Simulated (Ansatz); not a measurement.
# Calculations on GaHCl₃

**1. Relaxation**

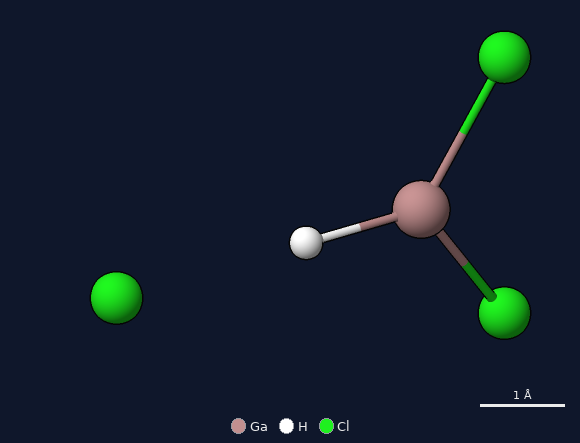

GaHCl₃ (multiplicity 2), before the relaxation. A ball-and-stick model, seen at a tilt.

The run prepares an end point of a later path (reaction) calculation, from a guessed geometry.

These are results of UHF/def2-SVP (Ansatz), not measurements.

The input:
```yaml
crystal:
  periodic: [false, false, false]
  atoms:
    - { symbol: Ga, position_ang: [0.0, 0.0, -0.074025] }
    - { symbol: H, position_ang: [0.0, 0.0, 1.488577] }
    - { symbol: Cl, position_ang: [1.822361, 0.0, -1.204158] }
    - { symbol: Cl, position_ang: [-1.822361, 0.0, -1.204158] }
    - { symbol: Cl, position_ang: [0.0, 0.0, 4.063764] }
magnetization:
  spin_polarized: true
  initial_magnetization: 1
basis:
  gaussian: { orbitals: def2-SVP }
hamiltonian:
  xc: hf
relax:
  f_tol: 0.03
  max_steps: 50
```

Command:
```bash
ansatz run input.yaml --threads 2 --pin off --max-ram 3072MiB --backend cpu --events-out ev --progress --plain --runs-dir out
```

> What does the optimiser find from here?

The energy falls by 5.38 kJ/mol in 8 geometry steps. The largest force component goes from 0.37 to 0.011 eV/Å. The forces were under the threshold at step 3, but the run went on from there. The atom that moves furthest after the best rigid fit is Cl5 (0.74 Å). By element the largest moves are Cl 0.74 Å, H 0.19 Å, Ga 0.18 Å. Some distances before and after: Ga1–H2 1.563 → 1.545 Å.

The structure at the end:

```xyz
5

Ga    0.0000    0.0000   -0.2498
H     0.0000    0.0000    1.2956
Cl    1.8184    0.0000   -1.3914
Cl   -1.8184    0.0000   -1.3914
Cl    0.0000    0.0000    4.8070
```

After the run, drawn alike:

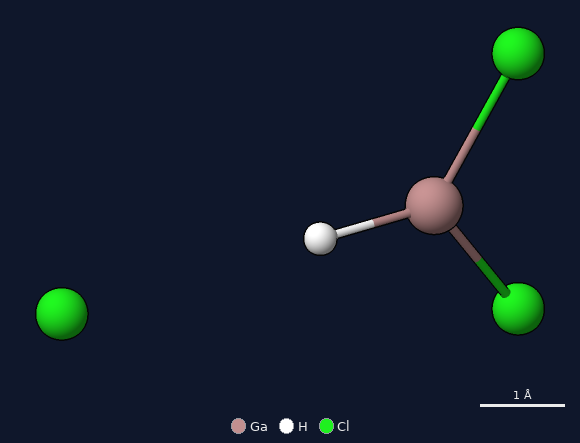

Limits of the set-up: the start holds two separate molecules, 2.6 Å apart at their closest, whose relative position is a soft coordinate and is computed without a dispersion correction; Hartree-Fock leaves out electron correlation.

**2. Relaxation**

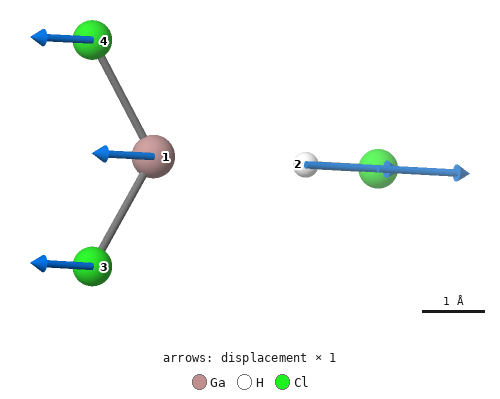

A relaxation of GaHCl3 (multiplicity 2). The starting structure is drawn; blue arrows show the displacements, at their true length. The two geometries are superimposed by the best rigid fit.

Style: ball-and-stick. Shown from a free direction.

The run prepares an end point of a later path (reaction) calculation, from a guessed geometry.

These are results of UHF/def2-SVP in Ansatz, not measurements.

Input file:
```yaml
crystal:
  periodic: [false, false, false]
  atoms:
    - { symbol: Ga, position_ang: [0.0, 0.0, -0.316085] }
    - { symbol: H, position_ang: [1.0e-06, 1.0e-06, 2.459517] }
    - { symbol: Cl, position_ang: [1.858162, 0.0, -1.427186] }
    - { symbol: Cl, position_ang: [-1.858162, 0.0, -1.427186] }
    - { symbol: Cl, position_ang: [0.0, -1.0e-06, 3.78094] }
magnetization:
  spin_polarized: true
  initial_magnetization: 1
basis:
  gaussian: { orbitals: def2-SVP }
hamiltonian:
  xc: hf
relax:
  f_tol: 0.03
  max_steps: 50
output:
  orbitals: {}
```

Run as
```bash
ansatz run input.yaml --threads 2 --pin off --max-ram 3072MiB --backend cpu --events-out ev --progress --plain --runs-dir out
```

What did the optimiser do to the structure, and how much energy did it gain?

H2 moves most after the best rigid fit: 1.72 Å. Largest moves by element: H 1.72 Å, Cl 1.67 Å, Ga 1.12 Å. Near-neighbour distances that change, for instance: H2–Cl5 1.321 → 1.271 Å. Over 9 geometry steps the energy falls by 3.02 kcal/mol. Largest force component: 1.6 eV/Å at the start, 0.0053 eV/Å at the end. The forces were under the threshold at step 4, but the run went on from there. Cost: 10 s on 2 threads of Intel(R) Xeon(R) 6975P-C (Granite Rapids), with other jobs on the host, peak memory 0.3 GiB.

Limits of the set-up: the start holds two separate molecules, 2.8 Å apart at their closest, whose relative position is a soft coordinate and is computed without a dispersion correction; Hartree-Fock leaves out electron correlation.

**3. Path**

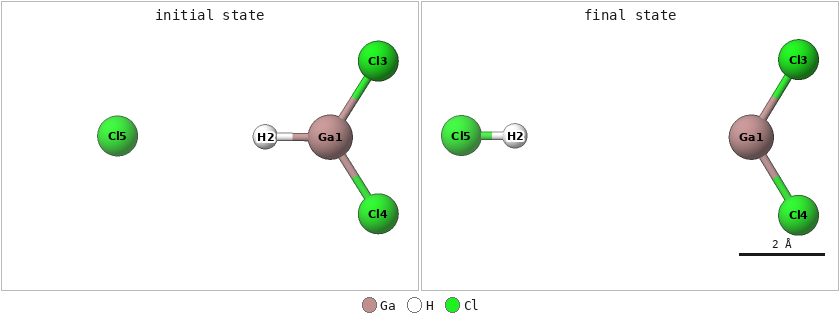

The two relaxed end points of a path for GaHCl3 (multiplicity 2), made up at the start of GaHCl$_{2}$ and Cl. A ball-and-stick model, seen at a tilt.

Method: UHF/def2-SVP in Ansatz 0.2.0.

Settings: 7 movable images; climbing image; force threshold 0.03 eV/Å; iteration limit 60.

Start:
```xyz
5

Ga    0.0000    0.0000   -0.2498
H     0.0000    0.0000    1.2956
Cl    1.8184    0.0000   -1.3914
Cl   -1.8184    0.0000   -1.3914
Cl    0.0000    0.0000    4.8070
```

End:
```xyz
5

Ga    0.0000    0.0000   -1.4394
H     0.0001    0.0002    4.1814
Cl    1.8535    0.0000   -2.5623
Cl   -1.8536    0.0000   -2.5623
Cl    0.0000   -0.0001    5.4526
```

Predict the minimum-energy path and its barrier.

The energy climbs by 9.9 kcal/mol to image 2 and then falls by 20.7 kcal/mol, so the end point sits at −10.8 kcal/mol. A hydrogen atom shifts from one atom to another. Breaking: Ga1–H2 (1.55 → 1.69 at the top → 5.62 Å). Forming: H2–Cl5 (3.51 → 1.65 at the top → 1.27 Å). The band converged in 15 iterations. The largest component of the band force went from 5.1 to 0.017 eV/Å. The climbing image converged on the top of the path. Its vibrational analysis gives one imaginary mode (1374i cm⁻¹), as a transition state must have.

Energies of the converged images:

| image | path (Å) | E (kcal/mol) |
| --- | --- | --- |
| 0 | 0.00 | 0.0 |
| 1 | 0.80 | 1.1 |
| 2 | 1.61 | 9.9 |
| 3 | 2.30 | -6.6 |
| 4 | 3.00 | -9.7 |
| 5 | 3.70 | -10.4 |
| 6 | 4.40 | -10.6 |
| 7 | 5.10 | -10.7 |
| 8 | 5.79 | -10.8 |

The geometry at the top of the path:

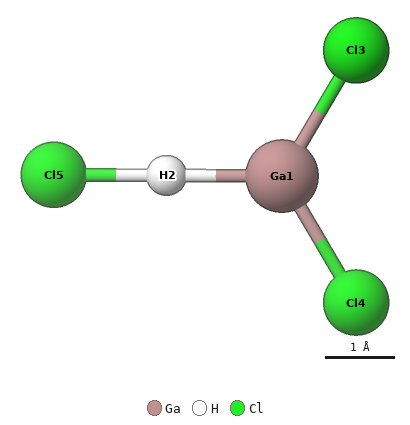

Limits of the set-up: the start holds two separate molecules, 3.5 Å apart at their closest, whose relative position is a soft coordinate and is computed without a dispersion correction; Hartree-Fock leaves out electron correlation.

Cost: 2.5 min on 2 threads of Intel(R) Xeon(R) 6975P-C (Granite Rapids) (shared host), peak memory 0.44 GiB.
